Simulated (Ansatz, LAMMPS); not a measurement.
## As in place of Si at several sites of amorphous Si (127 atoms)

Aim: make As in place of Si at several sites of amorphous Si (127 atoms), relax each, and compare their energies.

Program: Ansatz 0.2.0. Level of theory: Kohn-Sham DFT, PBE, PAW (set soft_2), plane waves. Results are calculated unless marked as measured.

**1. The structure**

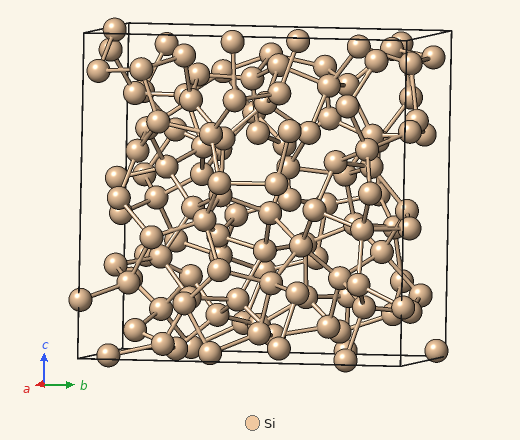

The cell as given, slightly off an axis (silicon light orange). Bonds to atoms that aren't drawn are left out. Some periodic images of atoms are drawn too.

The cell holds 127 atoms: 127 Si. Cell: a = 13.787 Å, b = 13.787 Å, c = 13.787 Å, α = 90.0°, β = 90.0°, γ = 90.0°. 127 atoms (127 Si) placed at random at 2.26 g/cm³, melted at 2500 K for 20 ps at fixed volume with the modified Tersoff potential (Kumagai, Izumi, Hara and Sakai, Comput. Mater. Sci. 39, 457 (2007)). Quenched from 2500 K to 300 K at 10 K/ps and fixed volume, held 5 ps.

What the set-up can't give: The quench rate of 10 K/ps far exceeds what a furnace or splat quench reaches, so expect more defects and frozen-in strain than in a real sample. The starting topology of bonds comes from the classical model, and needn't be the one that DFT or experiment would give. The Brillouin zone is sampled at Γ only, in a cell whose shortest periodic width is 14 Å.

**2. Single point at the start**

The forces at the start show how far the geometry lies from a minimum of this functional.

The input, input.yaml:

```yaml
crystal:
  lattice:
    - [13.7871, 0.0, 0.0]
    - [0.0, 13.7871, 0.0]
    - [0.0, 0.0, 13.7871]
  atoms:
    - { symbol: Si, position: [0.315, 0.03086, 0.42704] }
    - { symbol: Si, position: [0.13345, 0.41207, 0.73895] }
    - { symbol: Si, position: [0.61827, 0.65031, 0.69708] }
    - { symbol: Si, position: [0.39799, 0.34713, 0.12447] }
    - { symbol: Si, position: [0.5145, 0.57362, 0.58582] }
    - { symbol: Si, position: [0.9832, 0.64075, 0.71319] }
    - { symbol: Si, position: [0.51322, 0.86828, 0.33341] }
    - { symbol: Si, position: [0.9149, 0.85319, 0.24427] }
    - { symbol: Si, position: [0.39329, 0.9997, 0.93026] }
    - { symbol: Si, position: [0.63027, 0.75676, 0.25354] }
    - { symbol: Si, position: [0.40258, 0.9784, 0.693] }
    - { symbol: Si, position: [0.74968, 0.75272, 0.61357] }
    - { symbol: Si, position: [0.82538, 0.3031, 0.1717] }
    - { symbol: Si, position: [0.98929, 0.4596, 0.98314] }
    - { symbol: Si, position: [0.59068, 0.95415, 0.4638] }
    - { symbol: Si, position: [0.49175, 0.19342, 0.57839] }
    - { symbol: Si, position: [0.07962, 0.30181, 0.62289] }
    - { symbol: Si, position: [0.94658, 0.66902, 0.2145] }
    - { symbol: Si, position: [0.86778, 0.85502, 0.41245] }
    - { symbol: Si, position: [0.1203, 0.06473, 0.79577] }
    - { symbol: Si, position: [0.4307, 0.44542, 0.85343] }
    - { symbol: Si, position: [0.74456, 0.27597, 0.92953] }
    - { symbol: Si, position: [0.27181, 0.45869, 0.09257] }
    - { symbol: Si, position: [0.35381, 0.88393, 0.13778] }
    - { symbol: Si, position: [0.27334, 0.48053, 0.92319] }
    - { symbol: Si, position: [0.8647, 0.13396, 0.23302] }
    - { symbol: Si, position: [0.88098, 0.21892, 0.72905] }
    - { symbol: Si, position: [0.60762, 0.53332, 0.44745] }
    - { symbol: Si, position: [0.85243, 0.09737, 0.49136] }
    - { symbol: Si, position: [0.01733, 0.05966, 0.53746] }
    - { symbol: Si, position: [0.13566, 0.80288, 0.49729] }
    - { symbol: Si, position: [0.21612, 0.89126, 0.23486] }
    [... 89 atom lines left out ...]
    - { symbol: Si, position: [0.35316, 0.6085, 0.34707] }
    - { symbol: Si, position: [0.87388, 0.38175, 0.69516] }
    - { symbol: Si, position: [0.84879, 0.58751, 0.82397] }
    - { symbol: Si, position: [0.04089, 0.12419, 0.9396] }
    - { symbol: Si, position: [0.48856, 0.50239, 0.32829] }
    - { symbol: Si, position: [0.24106, 0.52323, 0.64683] }
kpoints:
  mp_grid: { grid: [1, 1, 1] }
hamiltonian:
  xc: pbe
scf:
  occupations: { method: gaussian, width: 0.05 }
output:
  forces: true
```

Started as:

```sh
> ansatz run input.yaml --threads 4 --pin off --max-ram 8192MiB --backend cpu --events-out ev --progress --plain --runs-dir out
```

Numbers of over 12 decimals in the logs are rounded to 6 here.

The program printed:

```text
[...]
Pseudopotentials: kind: paw
Pseudopotential: Si, paw, valence charge 4, recommended cutoff 420 eV (normal), Si.paw.azcp
[... 5 lines on functional and potentials left out ...]
Crystal: 127 atoms, lattice volume = 2620.709 Å³
Basis set: ecut = 420 eV, 51219 PW (Γ), exchange–correlation on 192×192×192 points (8 copies of the dense FFT grid, shifted against one another)
Bands: 381, of which v1, the nominal top of the filled ones, is band 254 counted from 1 (253 counted from 0)
Symmetry: 1 space group operations
Space group: P1 (ITA 1), of the structure as read, at distance tolerance 1.4e-4 Å
k-points: 1
[... 3 lines on functional and potentials left out ...]
Initial density: superposition of atomic densities (neutral atoms: chi_scale 0, normalization atom), corrected by the library's trained network
Initial wavefunctions: pseudopotential atomic-orbital guess
[...]
SCF iter   1: F=—  HF=-80716.270196 eV  |F-HF|=—  |Δ(HF+E_count)|=         —  Δρ=3.34e-3  dr2=1.04e0  ethr=1.77e-3  ⟨swp⟩=6.0  Hψ=1760  notcnv=0  defer=60
preconditioner: auto → Resta (q_TF=auto, 2.076 Å⁻¹)  ε∞=5.7  [insulator: Δε(μ)=0.134 eV  Ē_g=7.519 eV  σ=0.050 eV  W_gap=0.94  n_scr=388 (ndim 8)  ℏωp=16.3 eV  f_vac=0.000  D(μ)=7.53/eV (n_scr^D=18)  ε∞_Penn≈5.7]
SCF iter   2: F=—  HF=-80716.158233 eV  |F-HF|=—  |Δ(HF+E_count)|=   1.12e-1  Δρ=1.75e-3  dr2=1.95e-1  ethr=2.06e-4  ⟨swp⟩=2.0  Hψ=444  notcnv=0  defer=74
SCF iter   3: F=—  HF=-80716.136170 eV  |F-HF|=—  |Δ(HF+E_count)|=   2.21e-2  Δρ=4.01e-4  dr2=8.51e-3  ethr=3.83e-5  ⟨swp⟩=3.0  Hψ=607  notcnv=0  defer=2
automatic band count: iteration 3 solves 294 bands in place of 381: the levels show a gap, and the empty bands left out lie too high to hold charge; the band table lists the bands solved (type scf.n_extra_bands for more)
SCF iter   4: F=—  HF=-80716.137307 eV  |F-HF|=—  |Δ(HF+E_count)|=   1.14e-3  Δρ=1.69e-4  dr2=2.69e-3  ethr=1.68e-6  ⟨swp⟩=3.0  Hψ=607  notcnv=0  defer=2
SCF iter   5: F=—  HF=-80716.137595 eV  |F-HF|=—  |Δ(HF+E_count)|=   2.87e-4  Δρ=6.84e-5  dr2=4.97e-4  ethr=5.29e-7  ⟨swp⟩=3.0  Hψ=422  notcnv=0  defer=2
SCF iter   6: F=—  HF=-80716.137670 eV  |F-HF|=—  |Δ(HF+E_count)|=   7.54e-5  Δρ=2.40e-5  dr2=6.65e-5  ethr=9.77e-8  ⟨swp⟩=3.0  Hψ=422  notcnv=0  defer=2
SCF iter   7: F=—  HF=-80716.138317 eV  |F-HF|=—  |Δ(HF+E_count)|=   6.47e-4  Δρ=8.29e-6  dr2=5.16e-6  ethr=1.31e-8  ⟨swp⟩=2.0  Hψ=415  notcnv=0  defer=32
SCF iter   8: F=—  HF=-80716.138321 eV  |F-HF|=—  |Δ(HF+E_count)|=   3.99e-6  Δρ=2.36e-6  dr2=4.13e-7  ethr=1.02e-9  ⟨swp⟩=2.0  Hψ=496  notcnv=0  defer=32
SCF iter   9: F=-80716.138322 eV  HF=-80716.138322 eV  |F-HF|=1.66e-8  |Δ(HF+E_count)|=   4.44e-7  Δρ=7.61e-7  dr2=4.72e-8  ethr=1.97e-11  ⟨swp⟩=5.0  Hψ=1076  notcnv=0
SCF 1 converged in 9 iterations: F = -80716.138322 eV  dr2 = 4.72e-8
[...]
SCF converged after 9 iterations
Free energy (F): -80716.138322 eV
Harris-Foulkes:  -80716.138322 eV  (|F-HF|=1.66e-8)
Internal energy: -80716.110798 eV  (E = F + TS)
E sigma→0 (E₀):  -80716.124560 eV
Entropy (-TS):   -0.027523 eV (-0.217 meV/atom)
Fermi energy:    6.182285 eV
--- Per-component energies (eV) ---
[...]
Σ components = -80716.138322   (vs F -80716.138322, Δ=0.00e0)
--- Forces (eV/Å), atoms counted from 1 ---
  atom   1  Si     0.35937533     0.59902529    -0.00271942
  atom   2  Si     0.04418846    -0.43596313    -0.21981808
  atom   3  Si     1.39013278    -0.04903373    -0.14679863
  atom   4  Si     0.29985559    -0.05234906    -0.66078580
[...]
atom 127  Si     0.00197323    -0.18683984     0.46441423
  max |Σ_I F_I| component: 1.45e-5 eV/Å
```

The job ended after 30 s (4 threads of Arm Neoverse V1, shared host; peak memory 2.9 GiB).

The r.m.s. force at the start is 0.51 eV/Å.

**3. Relaxation**

The atoms are relaxed in the fixed cell, aiming at the force tolerance of the input.

The input, input.yaml:

```yaml
crystal:
  lattice:
    - [13.7871, 0.0, 0.0]
    - [0.0, 13.7871, 0.0]
    - [0.0, 0.0, 13.7871]
  atoms:
    [... the 127 atom lines of step 2 ...]
kpoints:
  mp_grid: { grid: [1, 1, 1] }
hamiltonian:
  xc: pbe
scf:
  occupations: { method: gaussian, width: 0.05 }
output:
  forces: true
relax:
  f_tol: 0.05
  max_steps: 120
```

The program printed:

```text
[...]
Crystal: 127 atoms, lattice volume = 2620.709 Å³
Basis set: ecut = 420 eV, 51219 PW (Γ), exchange–correlation on 192×192×192 points (8 copies of the dense FFT grid, shifted against one another)
Bands: 381, of which v1, the nominal top of the filled ones, is band 254 counted from 1 (253 counted from 0)
Symmetry: 1 space group operations
[...]
k-points: 1
[...]
SCF iter   1: F=—  HF=-80716.270196 eV  |F-HF|=—  |Δ(HF+E_count)|=         —  Δρ=3.34e-3  dr2=1.04e0  ethr=1.77e-3  ⟨swp⟩=6.0  Hψ=1760  notcnv=0  defer=60
[...]
SCF iter   6: F=—  HF=-80716.138301 eV  |F-HF|=—  |Δ(HF+E_count)|=   8.79e-5  Δρ=2.64e-5  dr2=9.39e-5  ethr=9.02e-8  ⟨swp⟩=3.0  Hψ=422  notcnv=0  defer=119
SCF iter   7: F=-80716.138319 eV  HF=-80716.138317 eV  |F-HF|=2.63e-6  |Δ(HF+E_count)|=   1.55e-5  Δρ=8.06e-6  dr2=4.71e-6  ethr=1.23e-8  ⟨swp⟩=4.0  Hψ=895  notcnv=0
SCF 1 converged in 7 iterations: F = -80716.138319 eV  dr2 = 4.71e-6
[...]
relax step   1: F+E_penalty+E_count = -80716.13831927 eV  Δ(F+E_penalty+E_count) = +0.000e0 eV  max|allowed force component| = 1.825e0 eV/Å  Δτ_max = 0.0000 Å  (7 SCF iters, dr2 threshold 6.25e-5 eV, accepted)
[...]
relax step   2: F+E_penalty+E_count = -80720.71677692 eV  Δ(F+E_penalty+E_count) = -4.578e0 eV  max|allowed force component| = 5.119e-1 eV/Å  Δτ_max = 0.1955 Å  (6 SCF iters, dr2 threshold 1.00e-4 eV, accepted)
[...]
relax step   3: F+E_penalty+E_count = -80721.72088982 eV  Δ(F+E_penalty+E_count) = -1.004e0 eV  max|allowed force component| = 3.713e-1 eV/Å  Δτ_max = 0.1922 Å  (7 SCF iters, dr2 threshold 1.64e-5 eV, accepted)
relax step   4: F+E_penalty+E_count = -80721.95307413 eV  Δ(F+E_penalty+E_count) = -2.322e-1 eV  max|allowed force component| = 2.321e-1 eV/Å  Δτ_max = 0.2000 Å  (7 SCF iters, dr2 threshold 1.08e-5 eV, accepted)
relax step   5: F+E_penalty+E_count = -80722.05423950 eV  Δ(F+E_penalty+E_count) = -1.012e-1 eV  max|allowed force component| = 4.267e-1 eV/Å  Δτ_max = 0.1877 Å  (6 SCF iters, dr2 threshold 2.11e-5 eV, accepted)
relax step   6: F+E_penalty+E_count = -80722.23939165 eV  Δ(F+E_penalty+E_count) = -1.852e-1 eV  max|allowed force component| = 2.667e-1 eV/Å  Δτ_max = 0.2000 Å  (6 SCF iters, dr2 threshold 7.11e-5 eV, accepted)
relax step   7: F+E_penalty+E_count = -80722.29232076 eV  Δ(F+E_penalty+E_count) = -5.293e-2 eV  max|allowed force component| = 6.792e-1 eV/Å  Δτ_max = 0.1944 Å  (6 SCF iters, dr2 threshold 2.78e-5 eV, accepted)
relax step   8: F+E_penalty+E_count = -80722.34236042 eV  Δ(F+E_penalty+E_count) = -5.004e-2 eV  max|allowed force component| = 1.706e-1 eV/Å  Δτ_max = 0.1047 Å  (5 SCF iters, dr2 threshold 1.00e-4 eV, accepted)
relax step   9: F+E_penalty+E_count = -80722.35186440 eV  Δ(F+E_penalty+E_count) = -9.504e-3 eV  max|allowed force component| = 1.196e-1 eV/Å  Δτ_max = 0.0607 Å  (8 SCF iters, accepted)
[...]
relax step  10: F+E_penalty+E_count = -80722.36235261 eV  Δ(F+E_penalty+E_count) = -1.049e-2 eV  max|allowed force component| = 2.318e-2 eV/Å  Δτ_max = 0.0508 Å  (7 SCF iters, accepted)
SCF converged after 7 iterations
Free energy (F): -80722.362353 eV
[...]
Internal energy: -80722.362350 eV  (E = F + TS)
E sigma→0 (E₀):  -80722.362352 eV
Entropy (-TS):   -0.000002 eV (-0.000 meV/atom)
Fermi energy:    6.086306 eV
[...]
Σ components = -80722.362353   (vs F -80722.362353, Δ=0.00e0)
--- Forces (eV/Å), atoms counted from 1 ---
  atom   1  Si     0.01127470     0.01295133     0.00123572
  atom   2  Si    -0.00150840    -0.00381360    -0.00242263
  atom   3  Si    -0.00280759    -0.00213319     0.00001761
  atom   4  Si     0.00101376    -0.00071708    -0.00018973
[...]
atom 127  Si     0.00779565     0.00221117     0.00552468
  max |Σ_I F_I| component: 1.70e-5 eV/Å
--- Relaxed structure (10 steps of the walk, 10 accepted, 0 SCFs on fresh bases) ---
  F+E_penalty+E_count = -80722.36235261 eV   max|allowed force component| = 2.318e-2 eV/Å
  atoms:
    - { symbol: Si, position: [0.320796, 0.034930, 0.401560] }
    - { symbol: Si, position: [0.132171, 0.410443, 0.746437] }
    - { symbol: Si, position: [0.627481, 0.654728, 0.705929] }
    - { symbol: Si, position: [0.397509, 0.361394, 0.127090] }
[...]
- { symbol: Si, position: [0.238791, 0.525619, 0.657758] }
```

The job ended after 3.3 min (4 threads; peak memory 2.8 GiB).

The relaxation converged after 10 steps, 6.22 eV below its start, with a largest force component of 0.023 eV/Å.

**4. Single point at the relaxed geometry**

The electronic structure is read at the final geometry, in a run of its own.

The input, input.yaml:

```yaml
crystal:
  lattice:
    - [13.7871, 0.0, 0.0]
    - [0.0, 13.7871, 0.0]
    - [0.0, 0.0, 13.7871]
  atoms:
    - { symbol: Si, position: [0.3208, 0.03493, 0.40156] }
    - { symbol: Si, position: [0.13217, 0.41044, 0.74644] }
    - { symbol: Si, position: [0.62748, 0.65473, 0.70593] }
    - { symbol: Si, position: [0.39751, 0.36139, 0.12709] }
    - { symbol: Si, position: [0.51588, 0.58689, 0.59368] }
    - { symbol: Si, position: [0.97609, 0.66369, 0.71762] }
    [... 115 atom lines left out ...]
    - { symbol: Si, position: [0.35604, 0.60321, 0.36101] }
    - { symbol: Si, position: [0.87742, 0.36875, 0.70801] }
    - { symbol: Si, position: [0.85905, 0.58127, 0.81442] }
    - { symbol: Si, position: [0.04099, 0.1285, 0.93917] }
    - { symbol: Si, position: [0.48459, 0.48913, 0.338] }
    - { symbol: Si, position: [0.23879, 0.52562, 0.65776] }
kpoints:
  mp_grid: { grid: [1, 1, 1] }
hamiltonian:
  xc: pbe
scf:
  occupations: { method: gaussian, width: 0.05 }
output:
  forces: true
  stress: true
  populations: intrinsic
  dos:
    method: { smearing: { sigma: 0.08 } }
    de: 0.1
    projected: { site_lists: { Si: [Si] } }
  eigenvalues: true
  write_density: true
  write_potential: true
  volumetric_format: npy
```

The program printed:

```text
[...]
Crystal: 127 atoms, lattice volume = 2620.709 Å³
Basis set: ecut = 420 eV, 51219 PW (Γ), exchange–correlation on 192×192×192 points (8 copies of the dense FFT grid, shifted against one another)
Bands: 381, of which v1, the nominal top of the filled ones, is band 254 counted from 1 (253 counted from 0)
Symmetry: 1 space group operations
[...]
k-points: 1
[...]
SCF iter   1: F=—  HF=-80722.525484 eV  |F-HF|=—  |Δ(HF+E_count)|=         —  Δρ=3.21e-3  dr2=1.33e0  ethr=1.77e-3  ⟨swp⟩=6.0  Hψ=1755  notcnv=0  defer=61
[...]
SCF iter  11: F=-80722.362349 eV  HF=-80722.362349 eV  |F-HF|=9.82e-9  |Δ(HF+E_count)|=   9.72e-9  Δρ=3.31e-7  dr2=1.90e-8  ethr=1.97e-11  ⟨swp⟩=8.0  Hψ=1861  notcnv=0
SCF 1 converged in 11 iterations: F = -80722.362349 eV  dr2 = 1.90e-8
[...]
SCF converged after 11 iterations
Free energy (F): -80722.362349 eV
[...]
Internal energy: -80722.362346 eV  (E = F + TS)
E sigma→0 (E₀):  -80722.362347 eV
Entropy (-TS):   -0.000002 eV (-0.000 meV/atom)
Fermi energy:    6.086270 eV
[...]
--- Forces (eV/Å), atoms counted from 1 ---
  atom   1  Si     0.01072575     0.01329608     0.00096165
  atom   2  Si    -0.00126547    -0.00341019    -0.00273307
  atom   3  Si    -0.00237081    -0.00225145    -0.00014214
  atom   4  Si     0.00104053     0.00089779    -0.00067852
  atom   5  Si     0.00336563    -0.00115603    -0.00720700
  atom   6  Si    -0.00239505     0.01084908    -0.00025221
  atom   7  Si     0.00279942     0.00091872     0.00550539
  atom   8  Si    -0.00011385    -0.00480931     0.00509443
  atom   9  Si     0.00088304    -0.00071959    -0.00049922
  atom  10  Si    -0.00733021     0.00000144    -0.00161844
  atom  11  Si    -0.00572329    -0.00008623     0.00677425
  atom  12  Si     0.00051291     0.00194265    -0.00083413
  atom  13  Si    -0.00318625     0.00149065     0.00068958
  atom  14  Si     0.00387306    -0.00376983     0.00059658
[...]
atom 126  Si     0.00148708    -0.00087802     0.00348256
  atom 127  Si     0.00825340     0.00196930     0.00578505
  max |Σ_I F_I| component: 1.20e-5 eV/Å
--- Stress (GPa, compression-positive) ---
       -1.529549       0.116417       1.725129
        0.116417       0.048079      -1.248672
        1.725129      -1.248672      -0.586650
  P = ⅓ Tr σ = -0.6894 GPa (-6.894 kbar)
--- Band table (eV) ---
[...]
--- intrinsic populations: 127 sites ---
  site symbol       q [e]
     0     Si      4.0106
     1     Si      3.9754
     2     Si      3.9686
[...]
126     Si      4.0207
  spilling = -0.000000 (of n_electrons = 508.000000)
```

Wall time 59 s (4 threads); peak memory 2.9 GiB.

The run gave:

| Property | Result |
| --- | --- |
| free energy | -80722.3623 eV |
| free energy per atom | -635.6092 eV/atom |
| SCF cycles | 11 |
| pressure | -0.6894 GPa |
| r.m.s. force component | 0.00472 eV/Å |
| longest force | 0.02577 eV/Å |
| Fermi energy | 6.086 eV |
| gap (highest filled to lowest empty level) | 0.319 eV |

(Part 1 of 2 ends here.)

[Logs are printed without paths, hosts, clocks, repeated set-up lines and the standing remarks that a program may print on its own settings, such as how far it seeks lower states.]

[Hosts, paths, dates, database ids (printed as entryN), source tags and the programs' standing remarks are cut or masked in the printed files.]
